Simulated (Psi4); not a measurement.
Field calculation of AlF$_{2}$

System: AlF$_{2}$, multiplicity 2.
Method: B97-1/DZ, UKS, in an applied electric field (Psi4 1.11).

The geometry comes from this level: PBE0-D4/def2-TZVP.

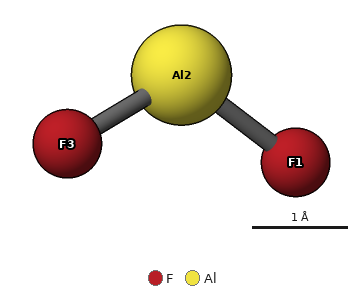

**Figure 1.** The structure as given in the input (ball-and-stick view, seen at a tilt; atoms are numbered from 1 in the order of the input). Sticks mark near contacts.

**Input (calc.py)**
```python
import psi4

psi4.set_memory('1600 MB')
psi4.set_num_threads(1)
psi4.core.set_output_file('alf2.out', False)

with open('alf2.xyz') as f:
    atoms = ''.join(f.readlines()[2:])
mol = psi4.geometry('0 2\n' + atoms + 'symmetry c1\nno_reorient\nno_com')

psi4.set_options(dict(basis='DZ', reference='uks', scf_type='df', perturb_h=True, perturb_with='dipole', perturb_dipole=[0.0, 0.0, 0.002]))

e = psi4.energy("B97-1", molecule=mol)
print(f'total energy {e:.8f} hartree = {e * 27.211386:.5f} eV')
```

**File alf2.xyz**
```
3
AlF2
F      0.533000    -1.361200     0.136400
Al     0.388700     0.275400     0.245200
F     -0.932500     1.021000    -0.394800
```

Run on 1 thread of Intel Xeon @ 2.50GHz (Skylake/Cascade Lake), 12 GiB of memory available, shared host.

Command:
```bash
python calc.py
```

**The program's output**
```
=> Loading Basis Set <=

    Name: DZ
    Role: ORBITAL
    Keyword: BASIS

         ---------------------------------------------------------
                                   SCF
                              UKS Reference
                        1 Threads,   1525 MiB Core
         ---------------------------------------------------------

  ==> Geometry <==

    Molecular point group: c1
    Full point group: C1

    Geometry (in Angstrom), charge = 0, multiplicity = 2:

       Center              X                  Y                   Z               Mass
    ------------   -----------------  -----------------  -----------------  -----------------
         F            0.533000000000    -1.361200000000     0.136400000000    18.998403162730
         AL           0.388700000000     0.275400000000     0.245200000000    26.981538530000
         F           -0.932500000000     1.021000000000    -0.394800000000    18.998403162730

  Running in c1 symmetry.

  Rotational constants: A =      1.53537  B =      0.21892  C =      0.19160 [cm^-1]
  Rotational constants: A =  46029.32186  B =   6563.02160  C =   5744.01928 [MHz]
  Nuclear repulsion =   90.264010789823345

  Charge       = 0
  Multiplicity = 2
  Electrons    = 31
  Nalpha       = 16
  Nbeta        = 15

  ==> Algorithm <==

  SCF Algorithm Type is DF.
  DIIS enabled.
  MOM disabled.
  Fractional occupation disabled.
  Guess Type is SAD.
  Energy threshold   = 1.00e-06
  Density threshold  = 1.00e-06
  Integral threshold = 1.00e-12

  ==> Primary Basis <==

  Basis Set: DZ
    Blend: DZ
    Number of shells: 22
    Number of basis functions: 38
    Number of Cartesian functions: 38
    Spherical Harmonics?: false
    Max angular momentum: 1

  ==> DFT Potential <==

   => LibXC <=

    Version 7.1.2

   => Composite Functional: B97-1 <=

    B97-1 Hyb-GGA Exchange-Correlation Functional

    Deriv               =              1
    GGA                 =           TRUE
    Meta                =          FALSE

    Exchange Hybrid     =           TRUE
    MP2 Hybrid          =          FALSE

   => Exchange-Correlation Functionals <=

    1.0000       Becke 97-1

   => Exact (HF) Exchange <=

    0.2100               HF

   => LibXC Density Thresholds  <==

    XC_HYB_GGA_XC_B97_1:  1.00E-14

   => Molecular Quadrature <=

    Radial Scheme          =       TREUTLER
    Pruning Scheme         =           NONE
    Nuclear Scheme         =       TREUTLER

    Blocking Scheme        =         OCTREE
    BS radius alpha        =              1
    Pruning alpha          =              1
    Radial Points          =             75
    Spherical Points       =            302
    Total Points           =          65183
    Total Blocks           =            553
    Max Points             =            255
    Max Functions          =             36
    Weights Tolerance      =       1.00E-15

   => Loading Basis Set <=

    Name: (DZ AUX)
    Role: JKFIT
    Keyword: DF_BASIS_SCF

  ==> Integral Setup <==

  DFHelper Memory: AOs need 0.005 GiB; user supplied 1.063 GiB.
  SCF_SUBTYPE=INCORE selected. In-core MEM_DF algorithm will be used.
  Using in-core AOs.

  ==> MemDFJK: Density-Fitted J/K Matrices <==

    J tasked:                   Yes
    K tasked:                   Yes
    wK tasked:                   No
    Memory [MiB]:              1088
    Algorithm:                 Core
    Schwarz Cutoff:           1E-12
    Mask sparsity (%):       1.9391
    Fitting Condition:        1E-10

   => Auxiliary Basis Set <=

  Basis Set: (DZ AUX)
    Blend: DEF2-UNIVERSAL-JKFIT
    Number of shells: 88
    Number of basis functions: 341
    Number of Cartesian functions: 341
    Spherical Harmonics?: false
    Max angular momentum: 4

  Cached 100.0% of DFT collocation blocks in 0.055 [GiB].

  Perturbing V by 0.002000 mu(z).
  Minimum eigenvalue in the overlap matrix is 4.3573678310E-02.
  Reciprocal condition number of the overlap matrix is 1.3076318947E-02.
    Using symmetric orthogonalization.

  ==> Pre-Iterations <==

  SCF Guess: Superposition of Atomic Densities via on-the-fly atomic UHF (no occupation information).

   -------------------------
    Irrep   Nso     Nmo
   -------------------------
     A         38      38
   -------------------------
    Total      38      38
   -------------------------

  ==> Iterations <==

                           Total Energy        Delta E     RMS |[F,P]|

   @DF-UKS iter SAD:  -441.51845458278638   -4.41518e+02   0.00000e+00
   @DF-UKS iter   1:  -441.95332974932381   -4.34875e-01   1.76712e-02 DIIS/ADIIS
   @DF-UKS iter   2:  -441.44322825952406    5.10101e-01   3.56598e-02 DIIS/ADIIS
   @DF-UKS iter   3:  -442.11876725940550   -6.75539e-01   3.01755e-03 DIIS/ADIIS
   @DF-UKS iter   4:  -442.12223335148298   -3.46609e-03   3.87042e-04 DIIS/ADIIS
   @DF-UKS iter   5:  -442.12229809610648   -6.47446e-05   1.11107e-04 DIIS/ADIIS
   @DF-UKS iter   6:  -442.12230101200419   -2.91590e-06   9.59869e-05 DIIS
   @DF-UKS iter   7:  -442.12230583264352   -4.82064e-06   6.16901e-06 DIIS
   @DF-UKS iter   8:  -442.12230587073589   -3.80924e-08   8.90421e-07 DIIS
  Energy and wave function converged.

  ==> Post-Iterations <==

   Electrons on quadrature grid:
      Nalpha   =   16.0000037097 ; deviation = 3.710e-06
      Nbeta    =   15.0000049424 ; deviation = 4.942e-06
      Ntotal   =   31.0000086521 ; deviation = 8.652e-06

   @Spin Contamination Metric:   6.254717771E-04
   @S^2 Expected:                7.500000000E-01
   @S^2 Observed:                7.506254718E-01
   @S   Expected:                5.000000000E-01
   @S   Observed:                5.000000000E-01

    Orbital Energies [Eh]
    ---------------------

    Alpha Occupied:

       1A    -56.116902     2A    -24.687716     3A    -24.686806
       4A     -4.226975     5A     -2.767517     6A     -2.766167
       7A     -2.765473     8A     -1.179439     9A     -1.170737
      10A     -0.490840    11A     -0.453235    12A     -0.429437
      13A     -0.428306    14A     -0.408893    15A     -0.405274
      16A     -0.252358

    Alpha Virtual:

      17A     -0.051483    18A      0.044916    19A      0.058109
      20A      0.233199    21A      0.338698    22A      0.413803
      23A      0.486055    24A      0.805131    25A      0.828324
      26A      0.884922    27A      0.903593    28A      0.927349
      29A      0.956568    30A      1.554547    31A      1.665534
      32A      4.618799    33A      4.652370    34A      4.796902
      35A      4.833114    36A     53.309230    37A     53.344076
      38A    122.198845

    Beta Occupied:

       1A    -56.113483     2A    -24.684976     3A    -24.684065
       4A     -4.222653     5A     -2.764729     6A     -2.763011
       7A     -2.760195     8A     -1.171403     9A     -1.162550
      10A     -0.478436    11A     -0.437670    12A     -0.424898
      13A     -0.420577    14A     -0.406275    15A     -0.401110

    Beta Virtual:

      16A     -0.171078    17A     -0.043958    18A      0.045380
      19A      0.064845    20A      0.238083    21A      0.345567
      22A      0.420514    23A      0.504588    24A      0.806409
      25A      0.831724    26A      0.888619    27A      0.905066
      28A      0.933089    29A      0.959589    30A      1.561302
      31A      1.669028    32A      4.635018    33A      4.659915
      34A      4.799042    35A      4.840810    36A     53.312112
      37A     53.346940    38A    122.203067

    Final Occupation by Irrep:
              A
    DOCC [    15 ]
    SOCC [     1 ]
    NA   [    16 ]
    NB   [    15 ]

  @DF-UKS Final Energy:  -442.12230587073589

   => Energetics <=

    Nuclear Repulsion Energy =             90.2640107898233452
    One-Electron Energy =                -796.0222777459783856
    Two-Electron Energy =                 295.2173385524791911
    DFT Exchange-Correlation Energy =     -31.5813774670600402
    Empirical Dispersion Energy =           0.0000000000000000
    VV10 Nonlocal Energy =                  0.0000000000000000
    Total Energy =                       -442.1223058707358859

  UHF NO Occupations:
  HONO-2 :   14  A 1.9999353
  HONO-1 :   15  A 1.9998115
  HONO-0 :   16  A 1.0000000
  LUNO+0 :   17  A 0.0001885
  LUNO+1 :   18  A 0.0000647
  LUNO+2 :   19  A 0.0000442
  LUNO+3 :   20  A 0.0000050

Computation Completed

Properties will be evaluated at   0.000000,   0.000000,   0.000000 [a0]

Properties computed using the SCF density matrix

 Multipole Moments:

 ------------------------------------------------------------------------------------
     Multipole            Electronic (a.u.)      Nuclear  (a.u.)        Total (a.u.)
 ------------------------------------------------------------------------------------

 L = 1.  Multiply by 2.5417464519 to convert [e a0] to [Debye]
 Dipole X            :         -2.1084743            2.7544648            0.6459905
 Dipole Y            :         -0.4905269            0.9796340            0.4891071
 Dipole Z            :         -1.2703420            1.6289439            0.3586019
 Magnitude           :                                                    0.8860727

 ------------------------------------------------------------------------------------

	total time  =          4 seconds =       0.07 minutes
```

**Key numbers**

| quantity | value |
| --- | --- |
| outcome | converged |
| total energy | −442.122306 hartree |
| basis functions | 38 |
| ⟨S²⟩ | 0.751 |
| dipole moment | 2.25 D |
| wall time | 6.6 s |
| peak memory | 0.25 GiB |
